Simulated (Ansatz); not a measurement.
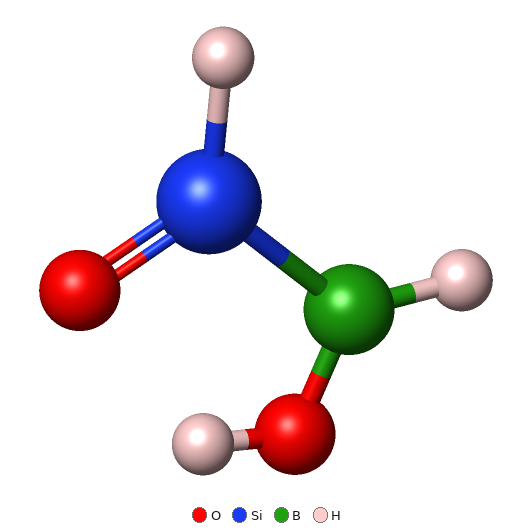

A ball-and-stick model of a molecule. Multiple sticks mark multiple bonds (one Kekulé form).

Identify the structure.

The molecule is BH₃O₂Si. Its SMILES string is `O=[SiH]BO`. It has no ring. Among its groups: Si–H bond, B–H bond. This geometry has Cs symmetry. All atoms lie on one plane. Coordination: 1 Si trigonal planar; 1 B trigonal planar; 1 O bent.

More results for the same structure follow; atom numbers are the same in all pictures, views and colours differ. The geometry was computed by an optimisation with PBE0-D4/def2-TZVP. No frequency run is at hand to confirm it as a minimum.

**Geometry**

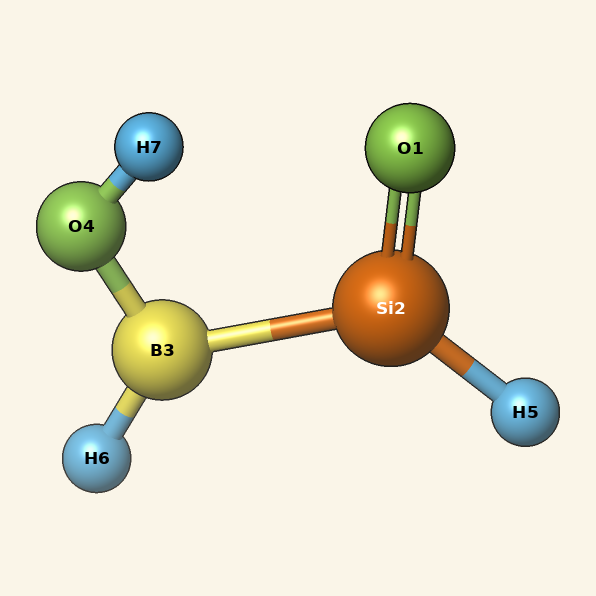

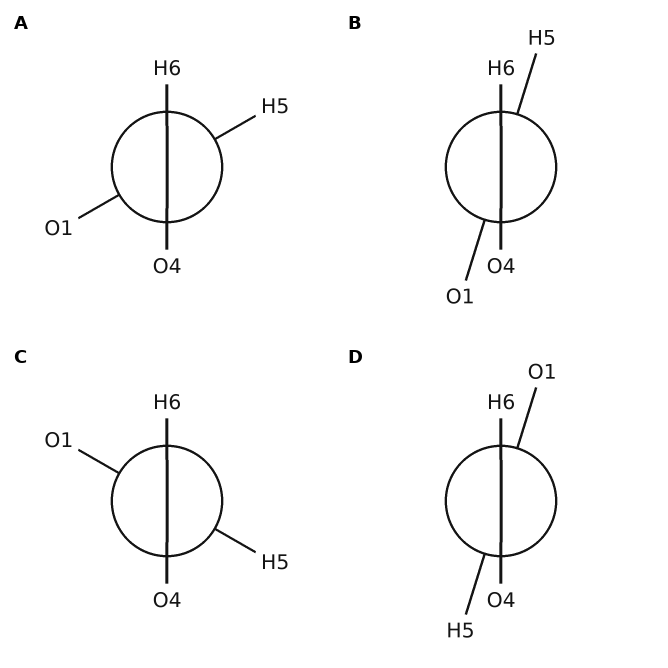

Depth is shown by fading: the farther an atom, the more it takes the colour of the background. Bonds that would overlap in a projection are set slightly apart. No frequency run is at hand to confirm it as a minimum.

> Which Newman projection shows the view along B3–Si2, with B3 in front?

B. The torsion angle O4–B3–Si2–O1 is 0°, synperiplanar (eclipsed).

**Electronic properties**

No frequency run is at hand to confirm it as a minimum. Properties computed with RKS PBE0-D4/def2-TZVPP (Ansatz 0.2.0).

> Give the HOMO–LUMO gap at this level.

4.94 eV.

> What is the dispersion correction?

−10.4 kJ/mol.

> What is the HOMO energy (Kohn–Sham orbital)?

−7.87 eV.

**Dipole moment**

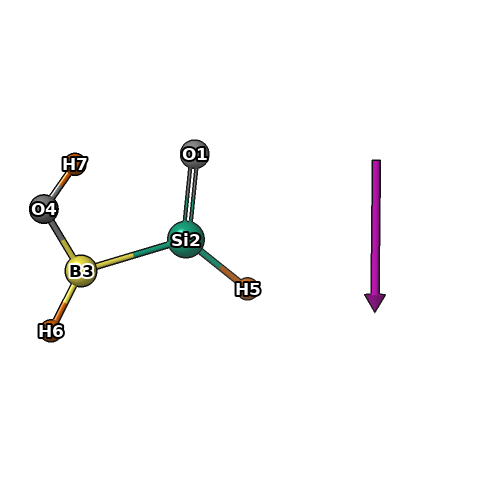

The arrow beside the molecule shows the direction of the dipole moment, from the negative to the positive end (its length means nothing). No frequency run is at hand to confirm it as a minimum. Properties computed with RKS PBE0-D4/def2-TZVP (Ansatz 0.2.0).

> Estimate the dipole moment.

2.76 D; it points from the side of O1, H7 to the side of H6 (the outermost atoms at the two ends).

**Charges**

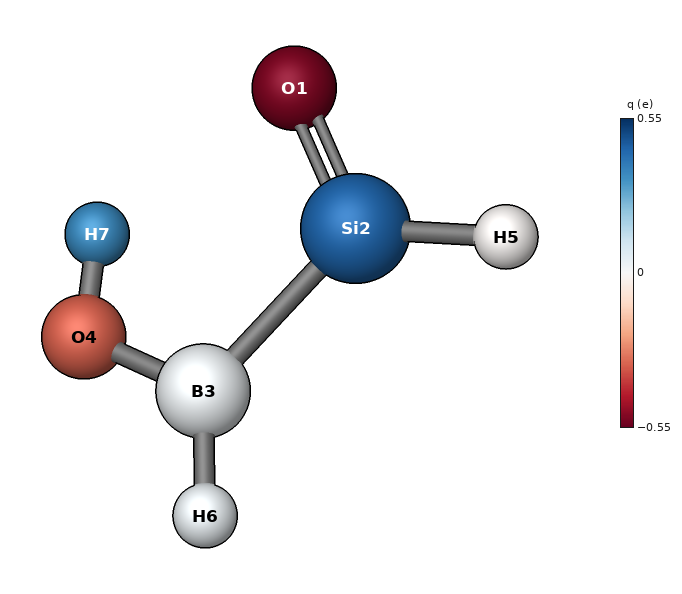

Atoms are coloured by their Mulliken charges. No frequency run is at hand to confirm it as a minimum. Properties computed with RKS PBE0-D4/def2-TZVP (Ansatz 0.2.0).

List the Mulliken charges.

| atom | value (e) |
| --- | --- |
| O1 | −0.51 |
| Si2 | 0.44 |
| B3 | 0.03 |
| O4 | −0.32 |
| H5 | −0.01 |
| H6 | 0.03 |
| H7 | 0.35 |

Mulliken values depend strongly on the basis set and can even reverse the polarity of a bond.
